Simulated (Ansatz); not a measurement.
**Nudged elastic band of GeH₅SCl**

System: GeH₅SCl.
Method: RHF/def2-SVP (Ansatz 0.2.0).

It belongs to a series of runs on one base structure; here: band between the two ends.

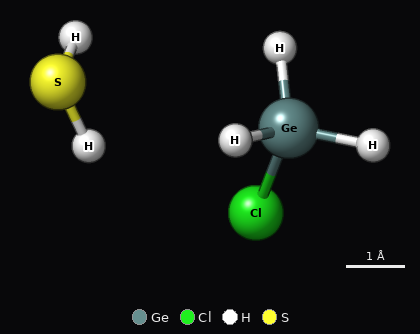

Fig. 1: The starting structure (ball-and-stick view, seen at a tilt). Sticks mark near contacts. Bond lengths as drawn: Cl–Ge 2.18 Å, Ge–H 1.52 to 1.53 Å and H–S 1.33 Å.

Key numbers

- outcome: converged
- barrier, forward: 2.124 eV
- barrier, backward: 1.758 eV
- hardware: 1 thread of Arm Neoverse V1, 24 GiB of memory available, shared host
- wall time: 5.1 min
- peak memory: 0.2 GiB

Remarks

The order of the saddle point was not checked.

The input
```yaml
crystal:
  periodic: [false, false, false]
  atoms:
    - { symbol: Ge, position_ang: [0.54023, 0.069154, -0.141285] }
    - { symbol: Cl, position_ang: [0.464417, -0.203104, 2.021488] }
    - { symbol: H, position_ang: [2.01905, 0.055164, -0.523575] }
    - { symbol: H, position_ang: [-0.105197, 1.412535, -0.45523] }
    - { symbol: H, position_ang: [-0.206586, -1.099101, -0.77354] }
    - { symbol: S, position_ang: [-3.503064, 0.078034, 0.93295] }
    - { symbol: H, position_ang: [-3.629702, -1.250416, 0.899585] }
    - { symbol: H, position_ang: [-2.629247, 0.064935, 1.941509] }
basis:
  gaussian: { orbitals: def2-SVP }
hamiltonian:
  xc: hf
neb:
  order_check: false
  images: 5
  f_tol: 0.05
  max_iterations: 60
  final_atoms:
    - { symbol: Ge, position_ang: [-0.42010675, -0.05456619, -0.62781017] }
    - { symbol: Cl, position_ang: [-0.33328595, 0.56304902, 3.58090318] }
    - { symbol: H, position_ang: [0.57239719, -0.92049442, 0.14757632] }
    - { symbol: H, position_ang: [-0.0403038, 1.42313755, -0.57122363] }
    - { symbol: H, position_ang: [-0.527144, -0.53830045, -2.07626825] }
    - { symbol: S, position_ang: [-2.44894998, -0.16639541, 0.34795925] }
    - { symbol: H, position_ang: [-2.55869288, -1.49792934, 0.32590799] }
    - { symbol: H, position_ang: [-1.29401283, 0.31870025, 2.77485731] }
  initial_path:
    images:
      - { positions_ang: [[0.54023, 0.069154, -0.141285], [0.464417, -0.203104, 2.021488], [2.01905, 0.055164, -0.523575], [-0.105197, 1.412535, -0.45523], [-0.206586, -1.099101, -0.77354], [-3.503064, 0.078034, 0.93295], [-3.629702, -1.250416, 0.899585], [-2.629247, 0.064935, 1.941509]] }
      - { positions_ang: [[0.36062908, 0.04977491, -0.09245758], [0.3058923, -0.13810609, 2.20602376], [1.83452849, 0.0458163, -0.51696138], [-0.31568734, 1.36617483, -0.47190053], [-0.37617497, -1.15139614, -0.6903477], [-3.14280774, 0.04693268, 0.88772166], [-3.47534358, -1.12976398, 0.5980866], [-2.24113524, 0.03776848, 1.98173717]] }
      - { positions_ang: [[0.18102816, 0.03039583, -0.04363016], [0.1473676, -0.07310818, 2.39055951], [1.65000697, 0.03646861, -0.51034776], [-0.52617768, 1.31981466, -0.48857106], [-0.54576394, -1.20369128, -0.60715541], [-2.78255148, 0.01583137, 0.84249333], [-3.32098517, -1.00911195, 0.2965882], [-1.85302347, 0.01060196, 2.02196534]] }
      - { positions_ang: [[0.00142723, 0.01101674, 0.00519726], [-0.01115709, -0.00811027, 2.57509527], [1.46548546, 0.02712091, -0.50373414], [-0.73666802, 1.27345449, -0.50524158], [-0.7153529, -1.25598642, -0.52396311], [-2.42229522, -0.01526995, 0.79726499], [-3.16662675, -0.88845993, -0.0049102], [-1.46491171, -0.01656457, 2.06219351]] }
      - { positions_ang: [[-0.1390841, -0.01084424, -0.20580522], [-0.11853338, 0.18227616, 2.91036458], [1.16778937, -0.28875087, -0.28663065], [-0.50454661, 1.32334884, -0.5272356], [-0.6526166, -1.01675777, -1.04139816], [-2.43118014, -0.06564511, 0.64749641], [-2.96398213, -1.0916164, 0.10536253], [-1.40794542, 0.09519037, 2.29974811]] }
      - { positions_ang: [[-0.27959543, -0.03270521, -0.41680769], [-0.22590966, 0.37266259, 3.24563388], [0.87009328, -0.60462264, -0.06952717], [-0.27242521, 1.3732432, -0.54922961], [-0.5898803, -0.77752911, -1.5588332], [-2.44006506, -0.11602026, 0.49772783], [-2.7613375, -1.29477287, 0.21563526], [-1.35097912, 0.20694531, 2.53730271]] }
      - { positions_ang: [[-0.42010675, -0.05456619, -0.62781017], [-0.33328595, 0.56304902, 3.58090318], [0.57239719, -0.92049442, 0.14757632], [-0.0403038, 1.42313755, -0.57122363], [-0.527144, -0.53830045, -2.07626825], [-2.44894998, -0.16639541, 0.34795925], [-2.55869288, -1.49792934, 0.32590799], [-1.29401283, 0.31870025, 2.77485731]] }
```

Run as:
```bash
ansatz run input.yaml --threads 1 --pin off --max-ram 2048MiB --backend cpu --events-out ev --progress --plain --runs-dir out
```

Log
```
Engine: ansatz 0.2.0, aarch64-unknown-linux-gnu
Functional definition: HF
  exchange = exact_x
  correlation = 0
966 factors; integrals over basis functions are off by at most 3.1e-4 eV
mean field evaluation 1: about -79858.9253 eV, gradient 1.8e1 eV
mean field evaluation 2: about -79858.9565 eV, gradient 1.8e1 eV
mean field evaluation 4: about -79860.1902 eV, gradient 2.4e0 eV
mean field evaluation 8: about -79860.2076 eV, gradient 5.4e-5 eV
mean field -79860.20755411 eV, -2934.8084964207 hartree, gradient 1.0e-5 eV, S^2 0.000000; 0 other end points of the search recorded, 0 dependent functions left out
the calculation of the forces begins
reference -79860.20755411 eV, -2934.8084964207 hartree; 35, 35 occupied and 58, 58 virtual orbitals, 966 factors
970 factors; integrals over basis functions are off by at most 5.2e-4 eV
mean field evaluation 16: about -79859.8400 eV, gradient 6.2e-1 eV
mean field -79859.84179390 eV, -2934.7950549809 hartree, gradient 1.1e-5 eV, S^2 0.000000; 0 other end points of the search recorded, 0 dependent functions left out
[... from here on the field's lines of each further geometry are left out, up to the last ...]
NEB iter   1: max|band force component| = 5.791e0 eV/Å  barrier→ = 4.4206 eV  barrier← = 4.0548 eV  Δτ_max = 0.2000 Å  (220 SCF iters)
NEB iter   2: max|band force component| = 1.743e0 eV/Å  barrier→ = 3.0807 eV  barrier← = 2.7150 eV  Δτ_max = 0.2000 Å  (158 SCF iters)
NEB iter   3: max|band force component| = 1.034e0 eV/Å  barrier→ = 2.7647 eV  barrier← = 2.3989 eV  Δτ_max = 0.2000 Å  (161 SCF iters)
NEB iter   4: max|band force component| = 1.056e0 eV/Å  barrier→ = 2.6615 eV  barrier← = 2.2958 eV  Δτ_max = 0.1004 Å  (159 SCF iters)
NEB iter   5: max|band force component| = 8.657e-1 eV/Å  barrier→ = 2.5876 eV  barrier← = 2.2218 eV  Δτ_max = 0.1015 Å  (163 SCF iters)
NEB iter   6: max|band force component| = 4.562e-1 eV/Å  barrier→ = 2.4991 eV  barrier← = 2.1333 eV  CI = image 3  Δτ_max = 0.1007 Å  (162 SCF iters)
NEB iter   7: max|band force component| = 2.860e-1 eV/Å  barrier→ = 2.4781 eV  barrier← = 2.1124 eV  CI = image 3  Δτ_max = 0.1008 Å  (162 SCF iters)
NEB iter   8: max|band force component| = 3.598e-1 eV/Å  barrier→ = 2.4559 eV  barrier← = 2.0901 eV  CI = image 3  Δτ_max = 0.0502 Å  (163 SCF iters)
NEB iter   9: max|band force component| = 1.814e-1 eV/Å  barrier→ = 2.4400 eV  barrier← = 2.0743 eV  CI = image 3  Δτ_max = 0.1007 Å  (165 SCF iters)
NEB iter  10: max|band force component| = 1.536e-1 eV/Å  barrier→ = 2.4284 eV  barrier← = 2.0626 eV  CI = image 3  Δτ_max = 0.0710 Å  (165 SCF iters)
NEB iter  11: max|band force component| = 9.068e-2 eV/Å  barrier→ = 2.4216 eV  barrier← = 2.0559 eV  CI = image 3  Δτ_max = 0.0988 Å  (162 SCF iters)
NEB iter  12: max|band force component| = 1.629e-1 eV/Å  barrier→ = 2.4112 eV  barrier← = 2.0454 eV  CI = image 3  Δτ_max = 0.0491 Å  (163 SCF iters)
NEB iter  13: max|band force component| = 1.727e-1 eV/Å  barrier→ = 2.4011 eV  barrier← = 2.0353 eV  CI = image 3  Δτ_max = 0.0246 Å  (166 SCF iters)
NEB iter  14: max|band force component| = 1.762e-1 eV/Å  barrier→ = 2.3955 eV  barrier← = 2.0298 eV  CI = image 3  Δτ_max = 0.0246 Å  (169 SCF iters)
NEB iter  15: max|band force component| = 1.716e-1 eV/Å  barrier→ = 2.3902 eV  barrier← = 2.0244 eV  CI = image 3  Δτ_max = 0.0492 Å  (160 SCF iters)
NEB iter  16: max|band force component| = 1.844e-1 eV/Å  barrier→ = 2.3747 eV  barrier← = 2.0090 eV  CI = image 3  Δτ_max = 0.0492 Å  (160 SCF iters)
NEB iter  17: max|band force component| = 1.949e-1 eV/Å  barrier→ = 2.3588 eV  barrier← = 1.9930 eV  CI = image 3  Δτ_max = 0.0983 Å  (167 SCF iters)
NEB iter  18: max|band force component| = 2.119e-1 eV/Å  barrier→ = 2.3244 eV  barrier← = 1.9586 eV  CI = image 3  Δτ_max = 0.0985 Å  (160 SCF iters)
NEB iter  19: max|band force component| = 2.502e-1 eV/Å  barrier→ = 2.2868 eV  barrier← = 1.9211 eV  CI = image 3  Δτ_max = 0.0982 Å  (162 SCF iters)
NEB iter  20: max|band force component| = 2.252e-1 eV/Å  barrier→ = 2.2521 eV  barrier← = 1.8863 eV  CI = image 3  Δτ_max = 0.1975 Å  (159 SCF iters)
NEB iter  21: max|band force component| = 4.545e-1 eV/Å  barrier→ = 2.1918 eV  barrier← = 1.8260 eV  CI = image 3  Δτ_max = 0.0988 Å  (161 SCF iters)
NEB iter  22: max|band force component| = 2.634e-1 eV/Å  barrier→ = 2.1605 eV  barrier← = 1.7947 eV  CI = image 3  Δτ_max = 0.0987 Å  (151 SCF iters)
NEB iter  23: max|band force component| = 2.609e-1 eV/Å  barrier→ = 2.1434 eV  barrier← = 1.7777 eV  CI = image 3  Δτ_max = 0.0978 Å  (151 SCF iters)
NEB iter  24: max|band force component| = 2.250e-1 eV/Å  barrier→ = 2.1337 eV  barrier← = 1.7680 eV  CI = image 3  Δτ_max = 0.0972 Å  (164 SCF iters)
NEB iter  25: max|band force component| = 1.554e-1 eV/Å  barrier→ = 2.1285 eV  barrier← = 1.7628 eV  CI = image 3  Δτ_max = 0.0972 Å  (163 SCF iters)
NEB iter  26: max|band force component| = 1.052e-1 eV/Å  barrier→ = 2.1262 eV  barrier← = 1.7605 eV  CI = image 3  Δτ_max = 0.0513 Å  (167 SCF iters)
NEB iter  27: max|band force component| = 7.777e-2 eV/Å  barrier→ = 2.1251 eV  barrier← = 1.7594 eV  CI = image 3  Δτ_max = 0.0432 Å  (162 SCF iters)
NEB iter  28: max|band force component| = 9.616e-2 eV/Å  barrier→ = 2.1247 eV  barrier← = 1.7590 eV  CI = image 3  Δτ_max = 0.0216 Å  (168 SCF iters)
NEB iter  29: max|band force component| = 7.365e-2 eV/Å  barrier→ = 2.1242 eV  barrier← = 1.7584 eV  CI = image 3  Δτ_max = 0.0216 Å  (164 SCF iters)
NEB iter  30: max|band force component| = 5.723e-2 eV/Å  barrier→ = 2.1241 eV  barrier← = 1.7584 eV  CI = image 3  Δτ_max = 0.0125 Å  (143 SCF iters)
the calculation of the forces begins
reference -79859.78782642 eV, -2934.7930717124 hartree; 35, 35 occupied and 58, 58 virtual orbitals, 969 factors
966 factors; integrals over basis functions are off by at most 5.5e-4 eV
mean field evaluation 1184: about -79856.2179 eV, gradient 2.2e1 eV
mean field -79858.08354636 eV, -2934.7304405756 hartree, gradient 1.4e-5 eV, S^2 0.000000; 1 other end points of the search recorded, 0 dependent functions left out
the calculation of the forces begins
reference -79858.08354636 eV, -2934.7304405756 hartree; 35, 35 occupied and 58, 58 virtual orbitals, 966 factors
NEB iter  31: max|band force component| = 2.643e-2 eV/Å  barrier→ = 2.1240 eV  barrier← = 1.7582 eV  CI = image 3  Δτ_max = 0.0000 Å  (305 SCF iters)
```

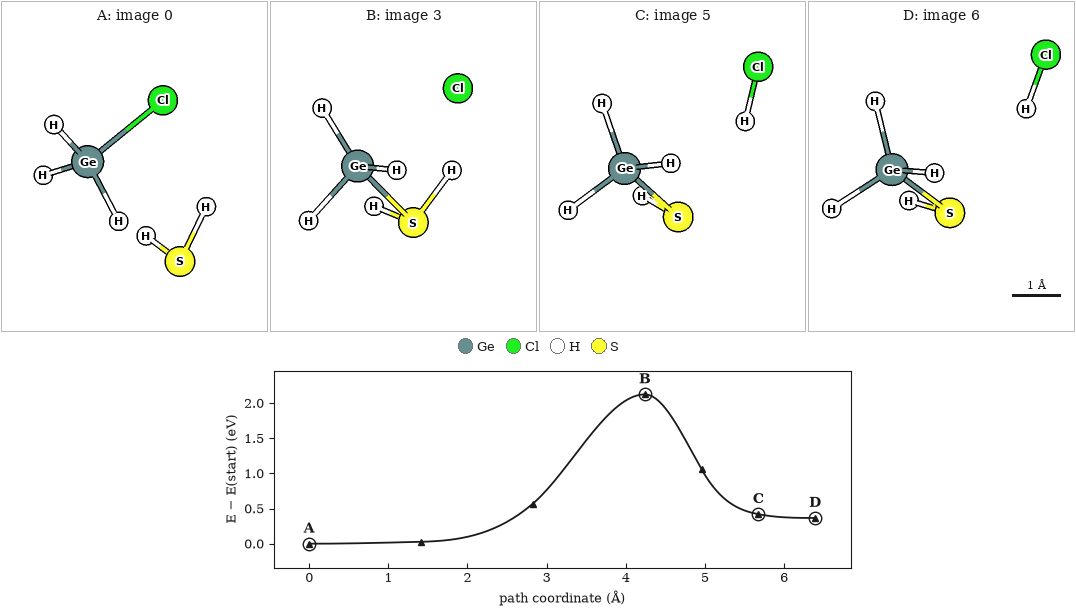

Fig. 2: Images of the last band (counted from 0; ball-and-stick, seen at a tilt) above the energy along the path; the line is a cubic interpolation that uses the forces. The highest image is number 3, 2.124 eV above the start and 1.758 eV above the end (the climbing image); the end lies 0.366 eV above the start. The path is 6.39 Å long. The band converged in 31 iterations.

```
Total energy: -79858.08354636 eV, -2934.7304405756 hartree
Atom 0 at    -0.245528     0.057335    -0.271023 Å, force     0.000875    -0.011325    -0.011766 eV/Å
Atom 1 at     0.022183     0.737940     2.419925 Å, force    -0.008907     0.001708     0.002487 eV/Å
Atom 2 at     0.768450    -0.970629     0.179639 Å, force    -0.003869     0.002675    -0.000960 eV/Å
Atom 3 at     0.018529     1.536721    -0.430848 Å, force    -0.000830     0.000174     0.001437 eV/Å
Atom 4 at    -0.814362    -0.452958    -1.621443 Å, force     0.003474     0.004107     0.008093 eV/Å
Atom 5 at    -2.487191    -0.269017     0.756595 Å, force     0.007846    -0.002729     0.026130 eV/Å
Atom 6 at    -2.414136    -1.594118     0.921959 Å, force    -0.003619    -0.000710    -0.011089 eV/Å
Atom 7 at    -1.898044     0.081928     1.947098 Å, force     0.005030     0.006100    -0.014333 eV/Å
Dipole moment:    -0.659082    -0.606288    -0.868502 e Å
this run last wrote the band of iteration 31 to [file]
```

The last band as extended XYZ (Å, eV, eV/Å)
```
8
Properties=species:S:1:pos:R:3:forces:R:3 image=0 energy=-79860.20755
Ge    0.5402    0.0692   -0.1413    0.0206  -0.0038  -0.0083
Cl    0.4644   -0.2031    2.0215   -0.0050  -0.0010   0.0022
H     2.0191    0.0552   -0.5236   -0.0136   0.0017   0.0014
H    -0.1052    1.4125   -0.4552   -0.0025   0.0008   0.0019
H    -0.2066   -1.0991   -0.7735   -0.0010   0.0016   0.0029
S    -3.5031    0.0780    0.9329    0.0048  -0.0121   0.0062
H    -3.6297   -1.2504    0.8996    0.0010   0.0112   0.0006
H    -2.6292    0.0649    1.9415   -0.0043   0.0015  -0.0070
8
Properties=species:S:1:pos:R:3:forces:R:3 image=1 energy=-79860.18058
Ge    0.5173    0.2027   -0.1727    0.0100  -0.0014  -0.0043
Cl    0.2848    0.1280    1.9950    0.0079  -0.0066  -0.0004
H     1.8379   -0.4918   -0.4896    0.0161   0.0125  -0.0090
H     0.5416    1.6752   -0.5670   -0.0007   0.0016  -0.0020
H    -0.6658   -0.5339   -0.7868    0.0087  -0.0075   0.0081
S    -3.6601   -0.3220    1.0629   -0.0154   0.0014   0.0028
H    -3.2068   -1.5717    0.9460   -0.0172  -0.0004   0.0043
H    -2.6990    0.0407    1.9140   -0.0094   0.0006   0.0006
8
Properties=species:S:1:pos:R:3:forces:R:3 image=2 energy=-79859.63591
Ge    0.1622    0.2064   -0.1436    0.3252   0.1073   0.1020
Cl    0.0073    0.5506    2.0490   -0.0077  -0.0969  -0.3377
H     1.2535   -0.8460   -0.1264    0.4016   0.0985  -0.2409
H     0.4558    1.6189   -0.6090    0.3465   0.0483  -0.1920
H    -0.9586   -0.3428   -1.0259   -0.1227   0.0429   0.4975
S    -3.1334   -0.4330    0.9668   -0.5330  -0.1447   0.1894
H    -2.5352   -1.6231    0.8741   -0.0912  -0.0167   0.0026
H    -2.3018   -0.0037    1.9169   -0.3187  -0.0388  -0.0209
8
Properties=species:S:1:pos:R:3:forces:R:3 image=3 energy=-79858.08355
Ge   -0.2455    0.0573   -0.2710    0.0009  -0.0113  -0.0118
Cl    0.0222    0.7379    2.4199   -0.0089   0.0017   0.0025
H     0.7684   -0.9706    0.1796   -0.0039   0.0027  -0.0010
H     0.0185    1.5367   -0.4308   -0.0008   0.0002   0.0014
H    -0.8144   -0.4530   -1.6214    0.0035   0.0041   0.0081
S    -2.4872   -0.2690    0.7566    0.0078  -0.0027   0.0261
H    -2.4141   -1.5941    0.9220   -0.0036  -0.0007  -0.0111
H    -1.8980    0.0819    1.9471    0.0050   0.0061  -0.0143
8
Properties=species:S:1:pos:R:3:forces:R:3 image=4 energy=-79859.15145
Ge   -0.3780   -0.0140   -0.3766   -0.4650  -0.2141  -0.3857
Cl   -0.2297    0.6349    2.6381   -0.8122  -0.0940   0.6164
H     0.6655   -0.9794    0.1925   -0.2495   0.1252   0.0470
H     0.0303    1.4612   -0.3516   -0.1704  -0.2125   0.1018
H    -0.7402   -0.4306   -1.7858    0.1982  -0.0684  -0.5048
S    -2.4994   -0.2493    0.5714   -0.0242  -0.0968  -0.5213
H    -2.4447   -1.5591    0.8333    0.0739  -0.0167  -0.1241
H    -1.4539    0.2634    2.1805    1.4492   0.5773   0.7708
8
Properties=species:S:1:pos:R:3:forces:R:3 image=5 energy=-79859.78783
Ge   -0.4451   -0.0553   -0.5219   -0.0378  -0.0175  -0.0590
Cl   -0.2249    0.6060    3.1146    0.0110   0.0253   0.1512
H     0.4998   -1.0300    0.1783   -0.0478  -0.0010  -0.0068
H    -0.0118    1.3949   -0.3237   -0.0446  -0.0226  -0.0177
H    -0.5616   -0.3908   -2.0064    0.0457  -0.0141  -0.0769
S    -2.5121   -0.2182    0.3917    0.0018  -0.0064  -0.0459
H    -2.4909   -1.5375    0.6006    0.0062  -0.0110  -0.0495
H    -1.3034    0.3582    2.4687    0.0655   0.0473   0.1047
8
Properties=species:S:1:pos:R:3:forces:R:3 image=6 energy=-79859.84179
Ge   -0.4201   -0.0546   -0.6278   -0.0071   0.0020  -0.0211
Cl   -0.3333    0.5630    3.5809   -0.0259  -0.0054  -0.0189
H     0.5724   -0.9205    0.1476   -0.0060   0.0045  -0.0004
H    -0.0403    1.4231   -0.5712   -0.0020  -0.0132  -0.0003
H    -0.5271   -0.5383   -2.0763    0.0072   0.0067   0.0156
S    -2.4489   -0.1664    0.3480    0.0093  -0.0010   0.0017
H    -2.5587   -1.4979    0.3259   -0.0002   0.0028   0.0028
H    -1.2940    0.3187    2.7749    0.0247   0.0036   0.0206
```
